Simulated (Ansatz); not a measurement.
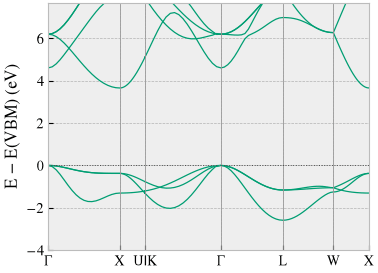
Band structure from PBE (plane waves, PAW; program Ansatz)

**Question.** Read off the gap and where the band edges lie.

**Answer.** About 3.7 eV (3.66 eV by a search for the band edges); maximum at Γ, minimum at X.

**Question.** Which compound is it?
A) Na2S, anti-fluorite
B) CaO, rock salt
C) KBr, rock salt
D) RbCl, rock salt

**Answer.** B, CaO, rock salt

Space group Fm-3m (rock salt). Symmetry was held in the PBE relaxation.

Potentials: the later of the program's two PAW sets.
